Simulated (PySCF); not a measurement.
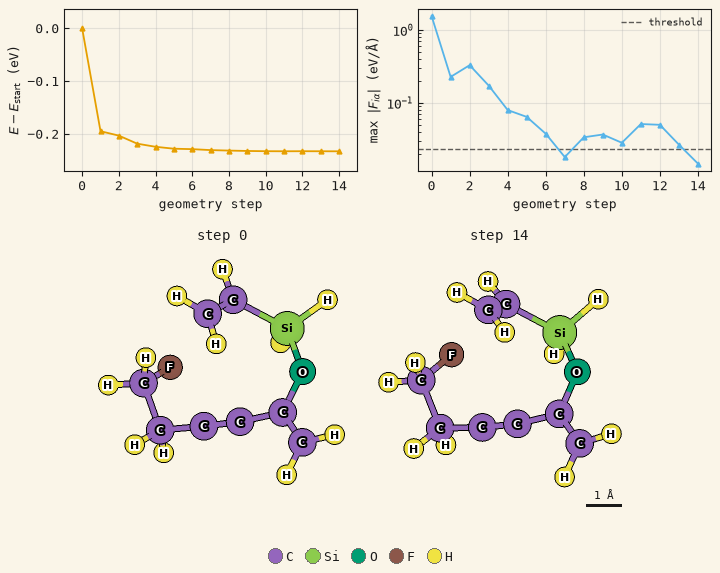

First and last geometry of a relaxation of C₈H₁₁FOSi, with the history of the run. Style: ball-and-stick. Shown at a tilt.

The start comes from GFN2-xTB.

All numbers below come from PySCF, PBE0-D3(BJ)/def2-SVP geometry optimisation, gas phase. 

**Did the run converge, and what did it change?**

It converged. Over 14 geometry steps the energy falls by 0.233 eV. Largest force component: 1.6 eV/Å at the start, 0.015 eV/Å at the end. The forces were under the threshold at step 7, but the run went on from there. An H atom moves most after the best rigid fit: 0.56 Å. Largest moves by element: H 0.56 Å, F 0.54 Å, C 0.20 Å, Si 0.19 Å, O 0.14 Å. Among the contacts that change: O–Si 1.631 → 1.692 Å, H–Si 1.464 → 1.490 Å, C–Si 1.887 → 1.864 Å, C–H 1.075 → 1.091 Å. Among the angles between lasting bonds that change: O–Si–H 97.9° → 103.1°, Si–O–C 132.4° → 127.3°, H–Si–H 114.3° → 109.4°.

```csv
step,"E − E(0), eV","largest force component, eV/Å"
0,0.0000,1.5562
1,-0.1947,0.2286
2,-0.2030,0.3308
3,-0.2183,0.1738
4,-0.2242,0.0803
5,-0.2278,0.0647
6,-0.2287,0.0380
7,-0.2305,0.0182
8,-0.2314,0.0340
9,-0.2321,0.0371
10,-0.2325,0.0286
11,-0.2327,0.0516
12,-0.2326,0.0504
13,-0.2327,0.0269
14,-0.2327,0.0148
```
